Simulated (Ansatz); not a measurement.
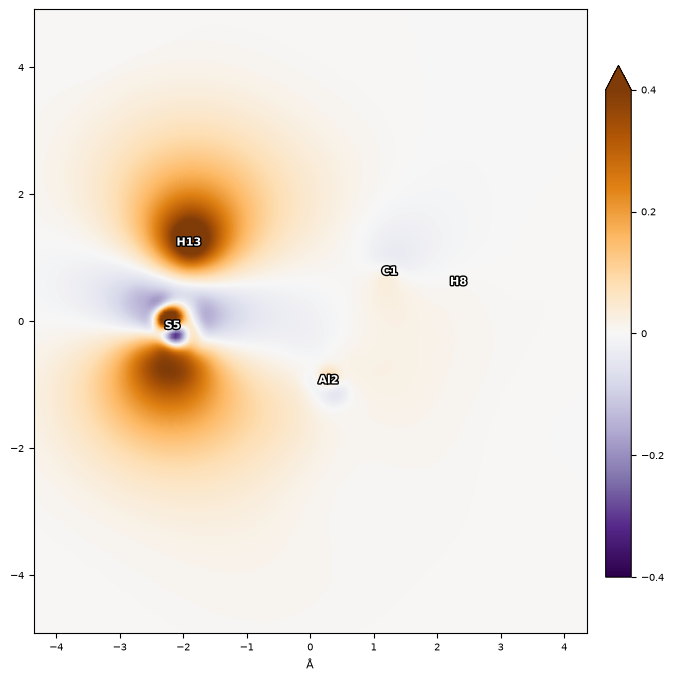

Figure 1: C2H8AlFS (SMILES [CH3][Al-]([CH3])([F])[SH2+]). The LUMO on the plane of atoms Al2, C1 and H8 (values in Å⁻³ᐟ²; the overall sign is arbitrary).

Geometry: PBE0-D4/def2-TZVP.

Level of theory: Ansatz 0.2.0, RKS PBE0-D4/def2-TZVPP.

```yaml
atoms:
  - { symbol: C, position_ang: [-1.3730, -1.0155, 0.4857] }
  - { symbol: Al, position_ang: [-0.1159, 0.0434, -0.5777] }
  - { symbol: C, position_ang: [1.7019, -0.5504, -0.9732] }
  - { symbol: F, position_ang: [-0.8080, 1.1173, -1.6669] }
  - { symbol: S, position_ang: [0.3439, 2.0062, 1.0768] }
  - { symbol: H, position_ang: [-0.9131, -1.4063, 1.3996] }
  - { symbol: H, position_ang: [-2.2629, -0.4473, 0.7733] }
  - { symbol: H, position_ang: [-1.7244, -1.8843, -0.0817] }
  - { symbol: H, position_ang: [1.6971, -1.3735, -1.6960] }
  - { symbol: H, position_ang: [2.2151, -0.9200, -0.0793] }
  - { symbol: H, position_ang: [2.3141, 0.2479, -1.4025] }
  - { symbol: H, position_ang: [-0.7463, 2.6446, 0.6182] }
  - { symbol: H, position_ang: [-0.3083, 1.5032, 2.1384] }
```

Question: Describe this orbital and give its energy.

Answer: It lies mainly on S5 (about 55 %), H13 (about 20 %) and H12 (about 15 %). Its energy is −0.54 eV.
